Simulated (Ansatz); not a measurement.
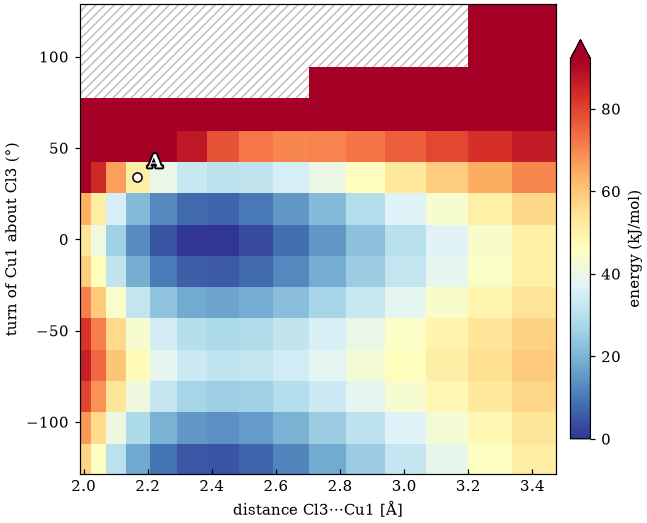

CH3ClCu, charge +1. The turn is about an axis along (0.90, −0.43, −0.03) in the frame of the relaxed pair, normal to the line between the partners. Coordinates scanned: (1) distance Cl3···Cu1; (2) turn of Cu1 about Cl3. The grid has 15 × 15 points. At 35 points there is no value (left out of the scan, as a rule where atoms come close). Energies are in kJ/mol, from the lowest grid point. Energies and slopes of some neighbouring points disagree (a jump in structure or state, or too coarse a mesh). Computed with RHF/def2-TZVPD (Ansatz 0.2.0).

Drawn: one coloured cell a grid point, one colour for all values above the top of the scale, hatched blanks where no value was computed, the point A.

Question: Is A at rest? If not, where is it pushed?

Answer: A, at distance Cl3···Cu1 = 2.167 Å, turn of Cu1 about Cl3 = 34.3°, is not a stationary point. The computed force is 182 kJ/mol for each Å towards larger values of distance Cl3···Cu1 and 2.5 kJ/mol for each degree towards smaller values of turn of Cu1 about Cl3.
